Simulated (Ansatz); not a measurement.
# NaVSe3 (model cell, started as cubic perovskite with V in the octahedra): a soft mode frozen in, part 3 of 3

Which phase does NaVSe3 (model cell, started as cubic perovskite with V in the octahedra) fall into along its unstable mode, and how much energy does it gain?

Ansatz 0.2.0; DFT PBE, scalar-relativistic, plane waves, PAW; PAW set soft_1.

So far. Step 4 (The mode frozen in, largest atomic shift 0.32 Å): The run ends at a pressure of 1.14 GPa, with forces up to 0.36 eV/Å. Step 5 (Energy along the mode, all amplitudes (two of the runs …): The lowest of the steps tried is at 0.32 Å, 17.6 meV/atom below the parent; the bottom of the well need not coincide with a step.

The structure was built from a prototype and need not be the compound's stable phase.

**6. Relaxation from the frozen mode (continued)**

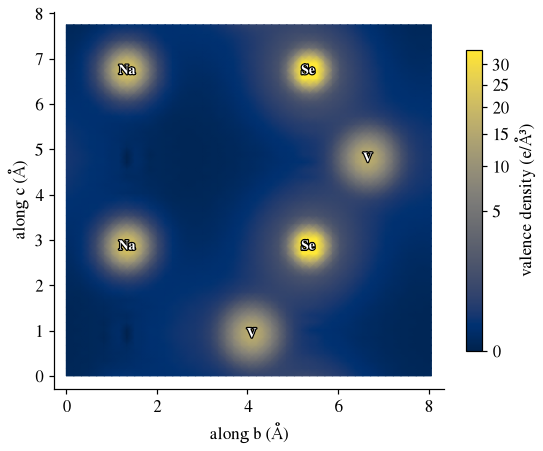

Valence density in the bc plane of the conventional cell at fractional x = 0.000, with atoms of Na and V and Se within 0.2 Å of it. It is the smooth field of the valence electrons, not physical close to the nuclei. The map starts off the cell's origin, so that atoms lie inside it. The colour scale is stretched toward low values.

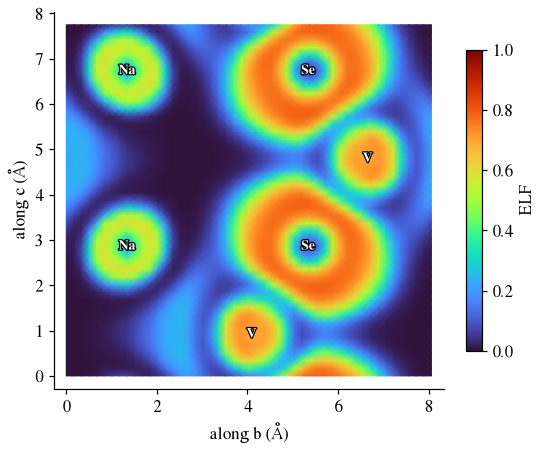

ELF in the bc plane of the conventional cell at fractional x = 0.000, with atoms of Na and V and Se within 0.2 Å of it. It is the smooth field of the valence electrons, not physical close to the nuclei. The map starts off the cell's origin, so that atoms lie inside it.

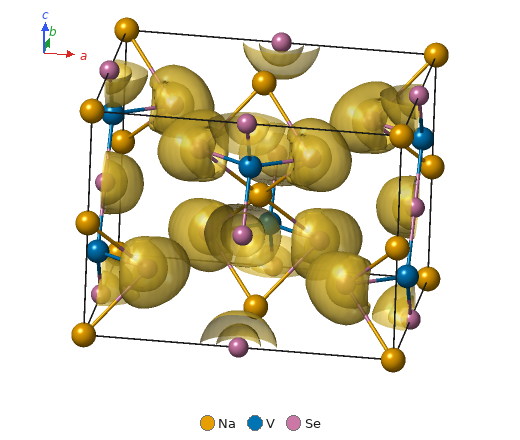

Surface of ELF = 0.76. Bonds to atoms that aren't drawn are left out.

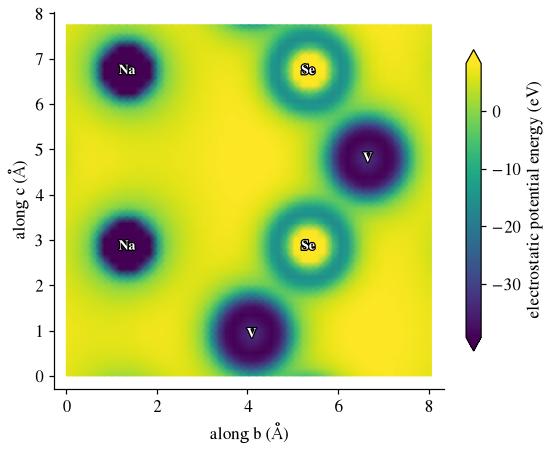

Electrostatic potential energy in the bc plane of the conventional cell at fractional x = 0.000, with atoms of Na and V and Se within 0.2 Å of it. With pseudopotentials it is smooth inside the atoms' cores, unlike the true potential. The map starts off the cell's origin, so that atoms lie inside it.

The distorted start has space group Cmcm; the relaxation ends in Cmcm.

**7. The new phase in its own primitive cell**

The relaxed structure is symmetrised, reduced to its primitive cell and relaxed tightly, as its phonons need.

File input.yaml:

```yaml
crystal:
  lattice:
    - [5.0989779964, -4.0299674899, 0.0]
    - [5.0989779964, 4.0299674899, 0.0]
    - [0.0, 0.0, 7.7511293522]
  atoms:
    - { symbol: Na, position: [0.0, 0.0, 0.0] }
    - { symbol: Na, position: [0.0, 0.0, 0.5] }
    - { symbol: V, position: [0.6589414579, 0.3410585421, 0.25] }
    - { symbol: V, position: [0.3410585421, 0.6589414579, 0.75] }
    - { symbol: Se, position: [0.5, 0.5, 0.0] }
    - { symbol: Se, position: [0.5, 0.5, 0.5] }
    - { symbol: Se, position: [0.6391670413, 0.0014454175, 0.25] }
    - { symbol: Se, position: [0.3608329587, 0.9985545825, 0.75] }
    - { symbol: Se, position: [0.9985545825, 0.3608329587, 0.25] }
    - { symbol: Se, position: [0.0014454175, 0.6391670413, 0.75] }
kpoints:
  mp_grid: { grid: [6, 6, 4] }
hamiltonian:
  xc: pbe
  pseudopotentials: { kind: paw, azcp: { folder: soft_1 } }
scf:
  occupations: { method: methfessel_paxton, width: 0.2 }
output:
  forces: true
  stress: true
  eigenvalues: true
relax:
  adjacent_minimum: "off"
  f_tol: 0.001
  max_steps: 60
  cell: { stress_tol: 0.01 }
```

Run with:

```bash
$ ansatz run input.yaml --threads 4 --pin off --max-ram 16384MiB --backend cpu --events-out ev --progress --plain --runs-dir out
```

Numbers of over 12 decimals in the logs are rounded to 6 here.

The program printed:

```text
[...]
Crystal: 10 atoms, lattice volume = 318.552 Å³
Basis set: ecut = 420 eV, 6213 PW (Γ), exchange–correlation on 90×90×108 points (8 copies of the dense FFT grid, shifted against one another)
Bands: 84, of which v1, the nominal top of the filled ones, is band 70 counted from 1 (69 counted from 0)
Symmetry: 8 space group operations
[...]
k-points: 39 of 144
[...]
- { symbol: V, position: [0.659165, 0.340835, 0.250000] }
    - { symbol: V, position: [0.340835, 0.659165, 0.75] }
    - { symbol: Se, position: [0.5, 0.5, 0.0] }
    - { symbol: Se, position: [0.5, 0.5, 0.500000] }
    - { symbol: Se, position: [0.640408, 0.00198239, 0.250000] }
    - { symbol: Se, position: [0.359592, 0.998018, 0.75] }
    - { symbol: Se, position: [0.998018, 0.359592, 0.250000] }
    - { symbol: Se, position: [0.00198239, 0.640408, 0.75] }
[key lines of the parts left out:]
SCF converged after 8 iterations
Free energy (F): -41617.962035 eV
Fermi energy:    3.405335 eV
P = ⅓ Tr σ = 0.0003 GPa (0.003 kbar)
```

The job ended after 2 min (4 threads of Arm Neoverse V1, shared host; peak memory 1.3 GiB).

The steps of the relaxation:

```
step  energy less that of the first step (eV)  largest force component (eV/Å)  pressure (GPa)  volume (Å³)
   1                                   0.0000                          0.0016            0.00       318.55
   2                                   0.0000                          0.0006            0.00       318.76
   3                                   0.0001                          0.0011            0.00       319.72
   4                                   0.0001                          0.0004            0.00       319.74
   5                                   0.0000                          0.0004            0.00       319.76
  6*                                  -0.0001                          0.0004            0.00       319.76
```

Relaxation steps marked * repeat the geometry before them on a plane-wave basis chosen anew for their cell, so energy and pressure can jump there.

The run keeps the 8 symmetry operations that it works with, so distortions that break them were not tested.

```
conventional cell, symmetrised  before   after  change
                         a (Å)  10.198  10.251  +0.5 %
                         b (Å)   8.060   8.050  -0.1 %
                         c (Å)   7.751   7.750  -0.0 %
              volume (Å³/atom)   31.86   31.98  +0.4 %
```

Numbers from this step:

| Item | Value |
| --- | --- |
| pressure | 2.51e-4 GPa |
| volume per atom | 31.98 Å³ |
| gap on the k-mesh | 0.07508 eV |
| direct gap on mesh | 0.1746 eV |

The largest force component left is 0.43 meV/Å and the pressure is 0.000 GPa, within the tolerances set. The cell now holds 31.98 Å³/atom.

**8. Modes of the new phase, k-mesh 6×6×4**

A relaxed structure may still be a saddle point, so its zone-centre modes are computed. No field response is asked, and the gap on the mesh is small against the smearing.

File input.yaml:

```yaml
crystal:
  lattice:
    - [5.1256709451, -4.0249605584, 0.0]
    - [5.1256709451, 4.0249605584, 0.0]
    - [0.0, 0.0, 7.7496065546]
  atoms:
    - { symbol: Na, position: [0.0, 0.0, 0.0] }
    - { symbol: Na, position: [0.0, 0.0, 0.5] }
    - { symbol: V, position: [0.6591651158, 0.3408348842, 0.25] }
    - { symbol: V, position: [0.3408348842, 0.6591651158, 0.75] }
    - { symbol: Se, position: [0.5, 0.5, 0.0] }
    - { symbol: Se, position: [0.5, 0.5, 0.5] }
    - { symbol: Se, position: [0.6404079801, 0.0019823941, 0.25] }
    - { symbol: Se, position: [0.3595920199, 0.9980176059, 0.75] }
    - { symbol: Se, position: [0.9980176059, 0.3595920199, 0.25] }
    - { symbol: Se, position: [0.0019823941, 0.6404079801, 0.75] }
kpoints:
  mp_grid: { grid: [6, 6, 4] }
hamiltonian:
  xc: pbe
  pseudopotentials: { kind: paw, azcp: { folder: soft_1 } }
scf:
  occupations: { method: methfessel_paxton, width: 0.2 }
output:
  eigenvalues: true
phonons:
  method: dfpt
```

The program printed:

```text
[...]
Crystal: 10 atoms, lattice volume = 319.758 Å³
Basis set: ecut = 420 eV, 6233 PW (Γ), exchange–correlation on 90×90×108 points (8 copies of the dense FFT grid, shifted against one another)
Bands: 84, of which v1, the nominal top of the filled ones, is band 70 counted from 1 (69 counted from 0)
Symmetry: 8 space group operations
k-points: 76 of 144 (irreducible under 1 space group operation, time reversal used)
[...]
SCF iter   1: F=—  HF=-41634.237388 eV  |F-HF|=—  |Δ(HF+E_count)|=         —  Δρ=2.10e-1  dr2=2.55e2  ethr=3.10e-3  ⟨swp⟩=6.0  Hψ=22306  notcnv=0
[...]
SCF iter  13: F=-41617.962035 eV  HF=-41617.962035 eV  |F-HF|=2.91e-11  |Δ(HF+E_count)|=  1.31e-10  S|Δr|=    0.00e0  Δρ=5.27e-8  dr2=5.87e-12  ethr=1.00e-12  ⟨swp⟩=14.5  Hψ=35980  notcnv=0
SCF 1 converged in 13 iterations: F = -41617.962035 eV  dr2 = 5.87e-12
[...]
DFPT response loops at Γ: preconditioner auto → none (partly filled bands, converged f_vac=0.244); β = 0.50; Broyden in place of MSR1
SCF converged after 13 iterations
[...]
Free energy (F): -41617.962035 eV
[...]
Internal energy: -41617.982129 eV  (E = F + TS)
E sigma→0 (E₀):  -41617.967058 eV
Entropy (-TS):   0.020094 eV (2.009 meV/atom)
Fermi energy:    3.405335 eV
[...]
--- Band table (eV; the first three rows and the last of 76) ---
  k-point 0: bands = [... 66 lower, 2.1793, 2.6159, 2.8606, 3.0135, 3.4714, 4.2409, 4.3828, 4.8341, ... 10 higher]
  k-point 1: bands = [... 66 lower, 1.9946, 2.4636, 2.7423, 2.9712, 4.0636, 4.3800, 4.4135, 4.6695, ... 10 higher]
  k-point 2: bands = [... 66 lower, 1.7855, 1.7855, 2.9539, 2.9539, 4.4979, 4.4979, 4.6451, 4.6451, ... 10 higher]
  k-point 75: bands = [... 66 lower, 2.7463, 2.7463, 3.3936, 3.3936, 4.5318, 4.5318, 4.5666, 4.5666, ... 10 higher]
--- Phonons (Γ-DFPT): 12 representative perturbations + reference, on 76 of 144 k-points (Σ response iterations 49) ---
  k mesh reduced under 1 symmetry operation, with k and −k counted as one. Each operation leaves every solved perturbation unchanged. A smaller set is not used because it would not reduce the number of displacements times k-points to solve
  ASR residual: 6.177e-5 → 0.000e0 eV/Å²; symmetrization residual: 1.929e-5 eV/Å²
  ASR residual per site (eV/Å²): 5.85e-5 5.85e-5 3.58e-5 3.58e-5 3.26e-5 3.26e-5 6.18e-5 6.18e-5 6.18e-5 6.18e-5
  Γ frequencies (cm⁻¹): -35.87 -33.95 -30.93 -30.28 0.00 0.00 0.00 45.13 46.79 66.23 68.94 69.45 71.47 80.03 85.43 91.00 103.45 105.50 106.60 130.82 170.89 171.86 183.63 210.27 269.59 323.69 359.05 372.45 375.15 388.62
  non-analytic LO–TO correction: not included (Born effective charges unavailable; polar crystals: no LO–TO splitting at Γ)
```

Run time: 22 min. Hardware: 4 threads; peak memory 5.7 GiB.

Numbers from this step:

```yaml
sum_rule_residual_before_enforcement: 6.18e-5 eV/Å²
point_group: mmm
highest_optical_mode_at_the_zone_centre_no_lo_to_term: 388.6 cm⁻¹
lowest_optical_zone_centre_mode: -35.87 cm⁻¹
```

Patterns of degenerate modes are one choice out of their space. Modes at Γ, with each element's share of the kinetic energy (negative means imaginary):

```
mode  frequency (cm⁻¹)  symmetry  Na %  V %  Se %
   1             -35.9       B1u    60    3    37
   2             -34.0       B1u    36    0    64
   3             -30.9        Au     7    0    93
   4             -30.3       B3u     8    0    92
   5               0.0  acoustic     7   16    76
   6               0.0  acoustic     7   16    76
   7               0.0  acoustic     7   16    76
   8              45.1        Au    24    0    76
   9              46.8       B1g     0    6    94
  10              66.2       B2g     0    0   100
  11              68.9       B3g     0    1    99
  12              69.5       B2u    43    0    57
  13              71.5       B3u    15   17    68
  14              80.0       B1g     0   24    76
  15              85.4       B2u    53    2    45
  16              91.0        Ag     0    5    95
  17             103.5       B3u    69    0    31
  18             105.5        Au    69    0    31
  19             106.6       B1u     1   45    54
  20             130.8       B2u     5   15    80
  21             170.9       B1u    86    0    14
  22             171.9        Ag     0   23    77
  23             183.6       B2u    90    2     8
  24             210.3       B1u     9   35    56
  25             269.6       B2u     0    1    99
  26             323.7       B3g     0   99     1
  27             359.1       B2u     2   64    34
  28             372.4        Ag     0   72    28
  29             375.1       B3u     1   67    32
  30             388.6       B1g     0   70    30
```

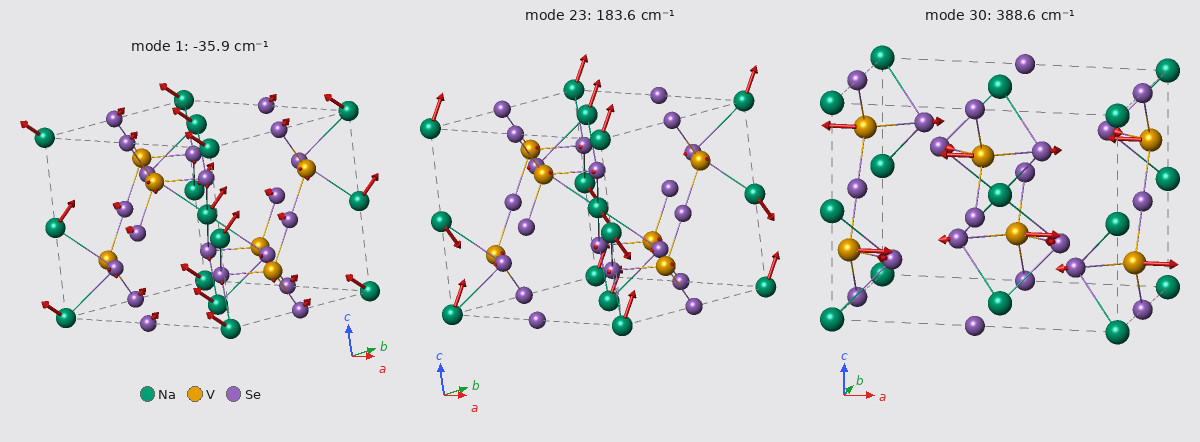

Displacement patterns of modes 1, 23 and 30 at Γ; arrows are exaggerated. Bonds to atoms that aren't drawn are left out. Some periodic images of atoms are drawn too.

Before it was imposed, the acoustic sum rule was missed by 6.2e-5 eV/Å². Small misses are needed for a sound result but don't prove that mesh and cutoff are converged. The lowest optical mode is imaginary, 35.9i cm⁻¹, so the energy falls along it.

**9. Outcome**

| Item | Value |
| --- | --- |
| unstable mode of the parent | q = (0, 0, -0.5), 123i cm⁻¹ |
| depth at the lowest point sampled | 17.6 meV/atom |
| largest atomic shift at that point | 0.32 Å |
| space group reached (within 0.01 Å) | Cmcm |
| energy gained over the parent (first relaxation, on the mesh of the frozen mode) | 103 meV/atom |
| volume per atom, phase reached | 32.0 Å³ |
| gap on the k-mesh, phase reached | 0.0751 eV |
| lowest optical zone-centre mode, phase reached | -35.9 cm⁻¹ |
| highest optical mode at the zone centre (no LO-TO term), phase reached | 389 cm⁻¹ |

In words: From this start the structure relaxes into Cmcm, 103 meV/atom below the parent. At the parent's cell the well is 17.62 meV/atom deep on the steps tried, with its lowest point at a shift of 0.32 Å. Relaxing atoms and cell changes the gain by +84.98 meV/atom against the lowest step (energies at zero smearing). Most of the total comes from this relaxation. The frozen pattern makes up only 23 % of the final shifts of the atoms, so other modes or strain give most of the change. The new phase still has an imaginary mode at the zone centre of its cell, so it is a saddle point on the way to a lower structure. Of the 5 patterns followed to their end from this parent, this one ends 29.7 meV/atom above the lowest, Amm2. Another end point lies within 1 meV/atom; how such a difference moves with mesh and cutoff was not tested. Each path keeps the symmetry of its pattern, so a lower phase may lie along a pattern not tried. With no gap, or one that is small against the smearing, the frequencies hang on the k mesh and the smearing, most of all near Kohn anomalies. The phonon runs are without spin polarisation, although V often carries a moment. A phonon run warned that its eigensolver left some bands unconverged in a pass. The starting cell was built on a prototype and not taken from a measurement, so the phase need not exist.

[Logs are printed without paths, hosts, clocks, repeated set-up lines and the standing remarks that a program may print on its own settings, such as how far it seeks lower states.]

[Hosts, paths, dates, database ids (printed as entryN), source tags and the programs' standing remarks are cut or masked in the printed files.]
